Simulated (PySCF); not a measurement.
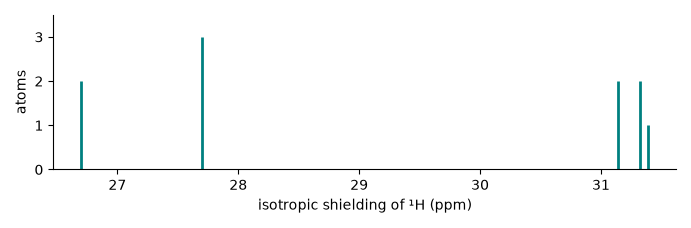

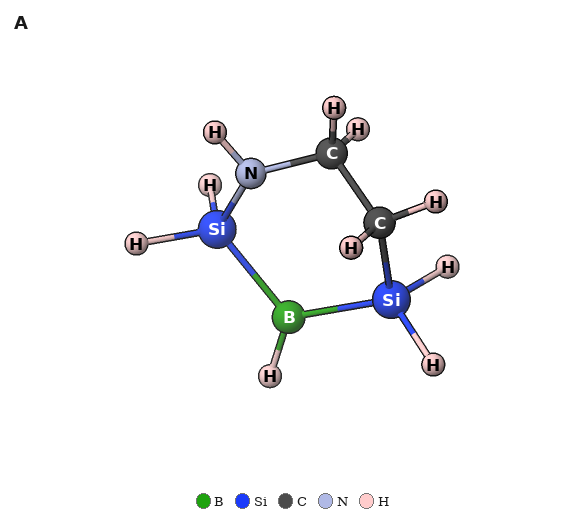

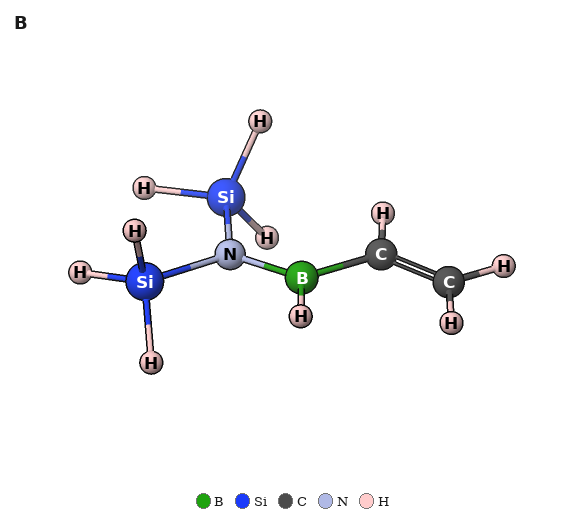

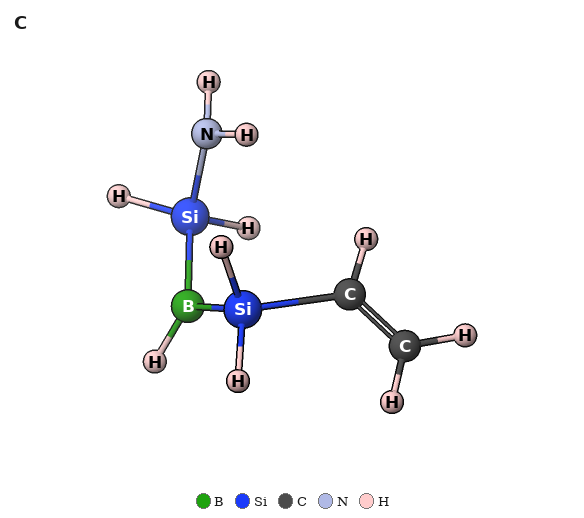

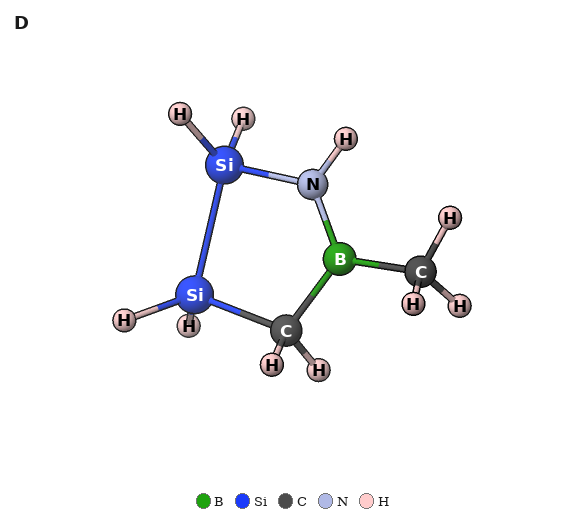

The sticks are computed shieldings of one of the molecules, for one fixed geometry (GFN2-xTB) without averaging over rotations. Low shielding means a high chemical shift. Method: GIAO PBE0/pcSseg-1 NMR shielding, non-relativistic, gas phase (PySCF 2.14.0).

Question: Which molecule gives this pattern?

Answer: D, `CB1C[SiH2][SiH2]N1`. Its 10 H atoms give lines at 26.70 (2 atoms), 27.70 (3 atoms), 31.14 (2 atoms), 31.32 (2 atoms), 31.39 ppm.

The geometry is semi-empirical. Around B, Si such bond lengths and angles can be off by a tenth of an ångström or more and by several degrees, and values that hang on the shape move with them.
